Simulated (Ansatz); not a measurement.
# CH$_{8}$GaN: what the fields show

Input file:

```
crystal:
  periodic: [false, false, false]
  atoms:
    - {symbol: Ga, position_ang: [-1.663711, -0.118242, -0.087045]}
    - {symbol: H, position_ang: [-1.513383, -1.511964, -0.823500]}
    - {symbol: H, position_ang: [-1.697315, 1.185747, -0.984722]}
    - {symbol: H, position_ang: [-2.433929, -0.088292, 1.295613]}
    - {symbol: H, position_ang: [0.489822, -0.707796, 1.286246]}
    - {symbol: N, position_ang: [0.332045, 0.060802, 0.643589]}
    - {symbol: C, position_ang: [1.344813, 0.066880, -0.416600]}
    - {symbol: H, position_ang: [0.380347, 0.913335, 1.190877]}
    - {symbol: H, position_ang: [1.257908, -0.856446, -0.988796]}
    - {symbol: H, position_ang: [1.141746, 0.899503, -1.089633]}
    - {symbol: H, position_ang: [2.361558, 0.156574, -0.025929]}
basis:
  gaussian: {orbitals: def2-TZVPP}
hamiltonian: {xc: pbe0, dispersion: d4}
output: {orbitals: {seedname: orbitals}}
```

Launched as:

```sh
ansatz run in.yaml --threads 4 --pin off --events-out ev --progress --plain --max-ram 9574MiB
```

The reactant side of a reaction path; geometry: PBE0-D4/def2-TZVP.

The calculation used RKS PBE0-D4/def2-TZVPP (Ansatz).

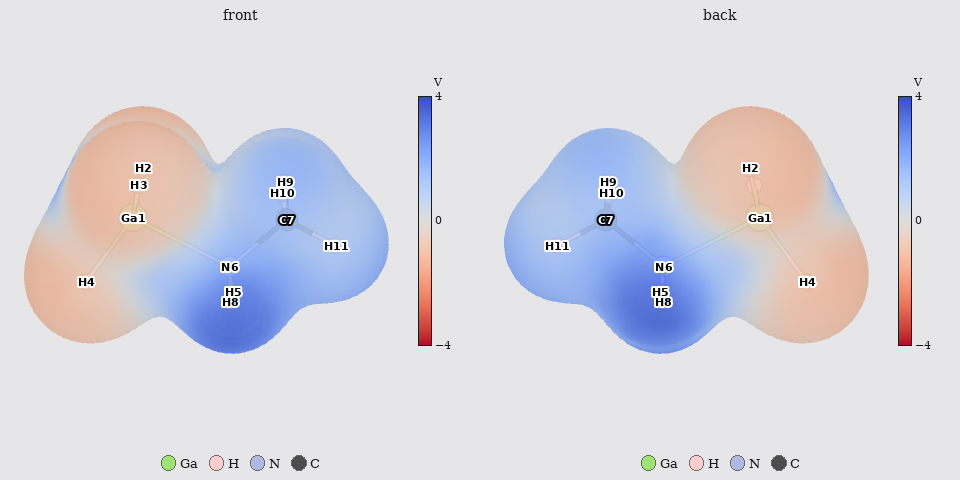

Figure 1. The electrostatic potential painted on the density surface at 0.004 e/bohr³, seen from the front and from behind; red is negative and blue positive.

Where is the surface potential most negative and most positive?

The most negative region (about −1.1 V, or −25 kcal/mol for a unit charge) lies over H2, H3 and H4, the most positive (about +3.3 V, or +76 kcal/mol for a unit charge) over H5 and H8.

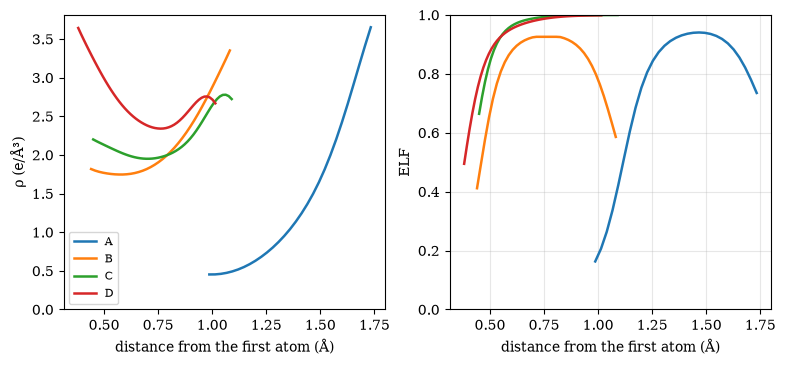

Figure 2. Electron density and electron localisation function along straight lines between neighbouring atoms. The curves leave out the atomic cores.

Which curve belongs to which contact (C–H, C–N, Ga–N and N–H)? The first atom named is at distance zero.

Curve A: Ga–N (2.13 Å): the density is about 0.47 e/Å³ at the midpoint; the ELF peaks at about 0.95 in the valence shell of N, 0.7 Å from its nucleus, and is about 0.35 at the midpoint. Curve B: C–N (1.47 Å): the density is about 1.9 e/Å³ at the midpoint; the ELF peaks at about 0.95 between the atoms: a shared electron pair. Curve C: C–H (1.09 Å): ρ is about 2.1 e/Å³ halfway; the ELF climbs to about 1 towards the hydrogen, as it does in any bond to H: an ordinary covalent bond to hydrogen. Curve D: N–H (1.01 Å): ρ is about 3 e/Å³ halfway; the ELF climbs to about 1 towards the hydrogen; an ordinary covalent bond to hydrogen.
